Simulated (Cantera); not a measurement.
Input: 1 mol Si, 0.073 mol O2, 42 mol H2, at 0.100 bar.

Method: chemical equilibrium by Gibbs-energy minimisation in Cantera with the NASA 1993 tables (ideal gas, pure condensed phases). Candidate condensed phases: H2O, Si, SiO2; 18 gas species. Mutual solubility and eutectic melting of coexisting phases are not modelled. The tables hold silica as quartz up to 1696 K and as liquid above; real silica turns to tridymite and cristobalite and melts near 1996 K. Gases not in the tables: Si2H6 and higher silanes. Rates play no part.

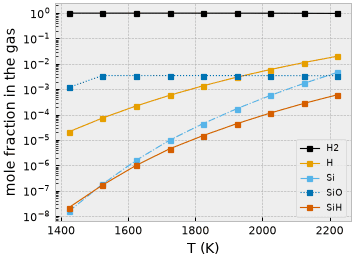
Fig. 1. Equilibrium gas composition (values under 1e-9 drawn at 1e-9)

Question: Read off the mole fractions at 1523 K.

Answer: H2 about 1.00, SiO about 0.0035, H about 7.3e-5, Si about 1.8e-7, SiH about 1.7e-7.
